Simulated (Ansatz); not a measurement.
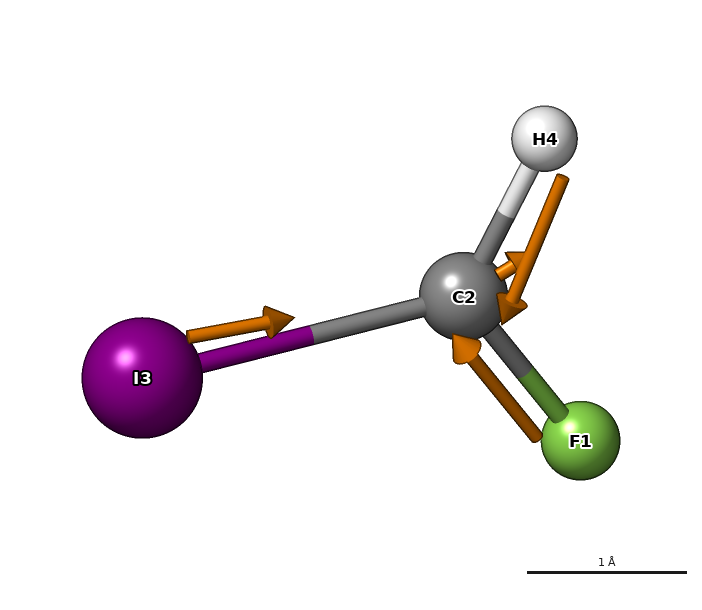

Arrows show the forces on the atoms, 0.4 Å of arrow for 1 eV/Å; forces under a tenth of the largest aren't drawn. State: neutral, doublet. Level of theory: r2SCANh-D4/def2-TZVPP (Ansatz 0.2.0).

Which bond do the forces act along most?

C2–H4, now 1.174 Å: the forces pull its atoms together, so a first step downhill shortens it.

List the force components in the frame of the picture (x right, y up, z towards the viewer), in eV/Å.

```tsv
atom	Fx	Fy	Fz
F1	−1.34	1.65	1.43
C2	0.62	0.38	−0.08
I3	1.69	0.31	−0.49
H4	−0.97	−2.34	−0.86
```
